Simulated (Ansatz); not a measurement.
```xyz
8

Al   -0.499   -0.432   -0.360
F     1.086   -0.981   -0.009
O    -0.848    0.343   -1.830
O    -1.799   -0.725    0.695
H     1.933    0.723    1.009
Cl    1.484    1.939    1.343
H     0.027    0.322   -2.342
H    -1.383   -1.189    1.494
```

**Where will the first 7 clear peaks of this molecule's radial distribution curve from gas electron diffraction lie, and which pairs make them?**

Peak 1, 1.01 Å: O–H 1.01 Å (×2)
Peak 2, 1.34 Å: Cl–H 1.34 Å
Peak 3, 1.70 Å: Al–O 1.70 Å (×2), Al–F 1.71 Å
Peak 4, 2.18 Å: F···H 2.16 Å, Al···H 2.19 Å (×2)
Peak 5, 2.96 Å: O···O 2.90 Å, F···O 2.97–2.98 Å (×2), not resolved; in its flanks Cl···F 3.24 Å
Peak 6, 3.52 Å: Cl···Al 3.53 Å
Peak 7, 4.26 Å: Cl···H 4.25–4.28 Å (×2), Cl···O 4.25–4.28 Å (×2)

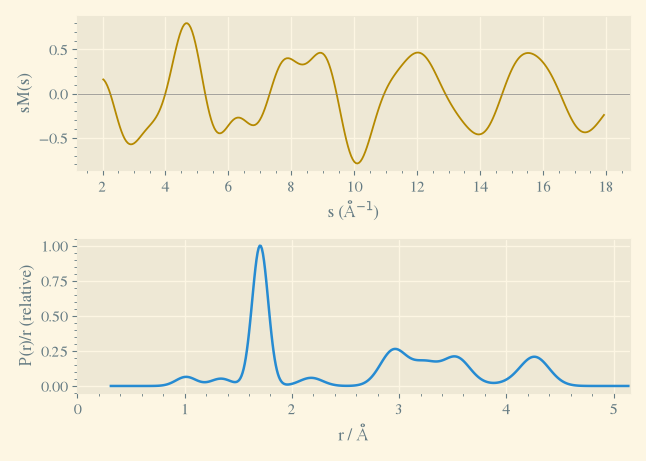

Simulated gas electron diffraction: reduced molecular intensity sM(s) from the Debye equation in the first Born approximation (top) and the radial distribution curve (bottom) of AlClFH3O2. Each pair of atoms contributes with weight ZᵢZⱼ/r; damping constant 0.0015 Å²; vibrational amplitudes assumed, not computed: 0.05 Å for bonds, 0.078 Å for bonds to H, 0.06 + 0.015 r up to 0.15 Å for other pairs. The geometry is the end point of an optimisation (Ansatz, UKS r2SCANh-D4/STO-3G); it may be a saddle point or a higher isomer.
